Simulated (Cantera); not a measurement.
Charge: 1 mol MgF2, 0.27 mol H2O, 0.23 mol N2, held at 1.33 mbar.

Method: chemical equilibrium by Gibbs-energy minimisation in Cantera with the NASA 1993 tables (ideal gas, pure condensed phases). Candidate condensed phases: H2O, Mg, MgF2, MgO, Mg(OH)2; 50 gas species. Mutual solubility and eutectic melting of coexisting phases are not modelled. The numbers say what is thermodynamically allowed, not how fast it happens.

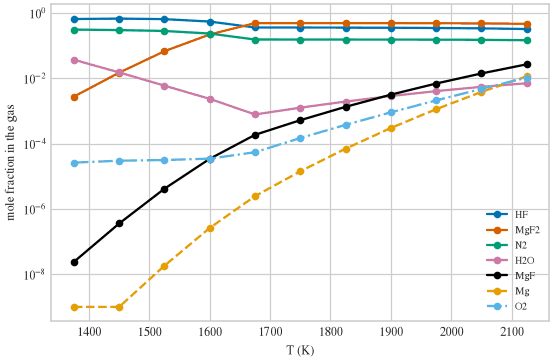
Figure. Equilibrium gas composition (values under 1e-9 drawn at 1e-9)

From 1375 K to 1525 K the condensed part is MgF2(s) + MgO(s). At 1600 K the condensed part is MgF2(l) + MgO(s). From 1675 K to 2125 K the condensed part is MgO(s). The main Mg-bearing gas is MgF2 throughout. The share of Mg in condensed phases is highest at 1375 K (99.8 %) and lowest at 2125 K (21.3 %).
